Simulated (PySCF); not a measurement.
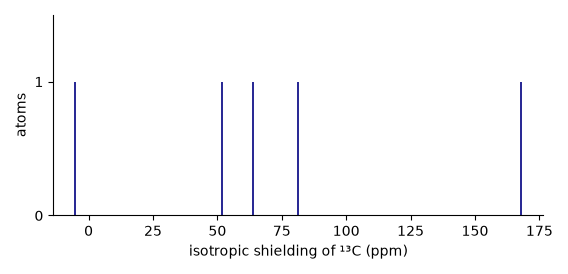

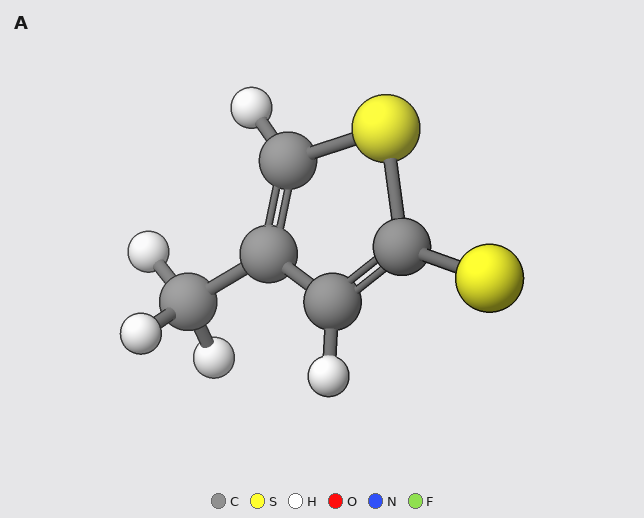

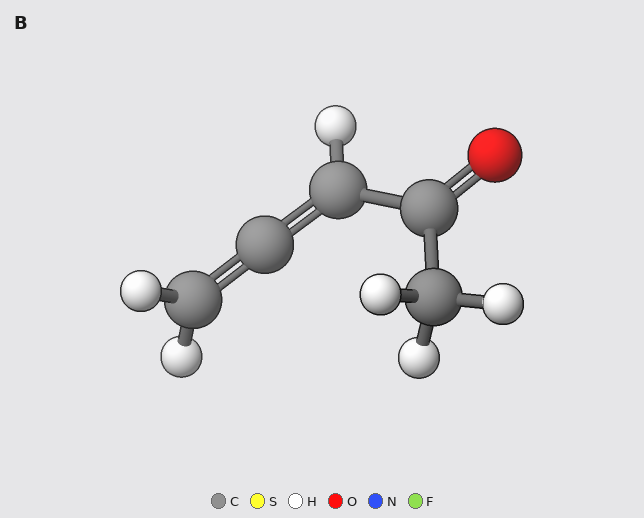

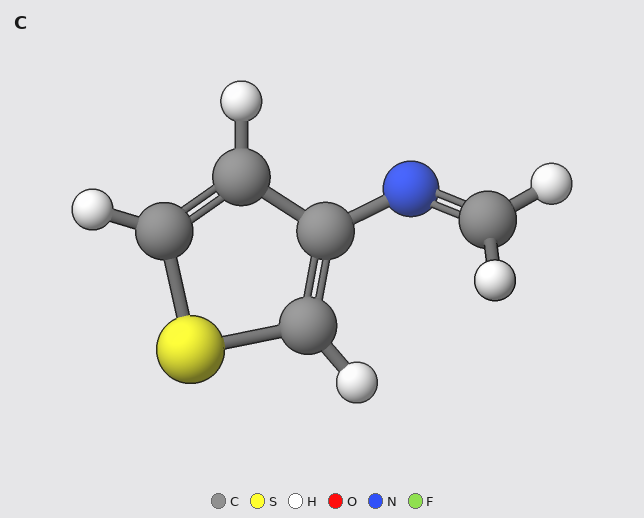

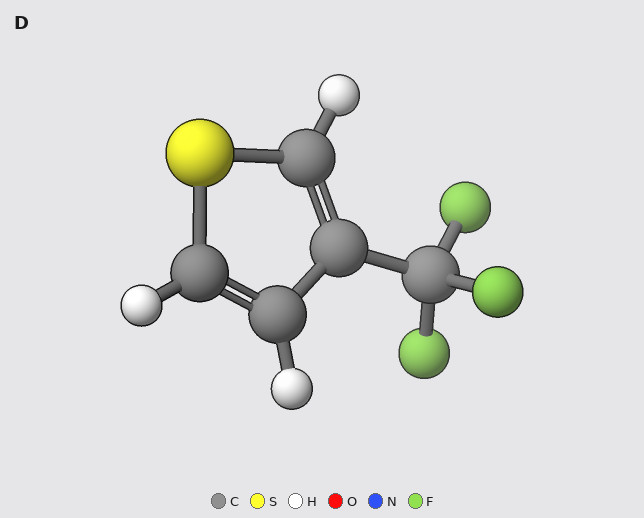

The sticks are computed shieldings of one of the molecules, for one fixed geometry (GFN2-xTB) without averaging over rotations. Low shielding means a high chemical shift. Method: GIAO PBE0/pcSseg-1 NMR shielding, non-relativistic, gas phase (PySCF 2.14.0).

### Match the spectrum to a structure.

A, `Cc1csc([S-])c1`. Its 5 C atoms give lines at −5.1, 51.8, 64.0, 81.1, 167.9 ppm.
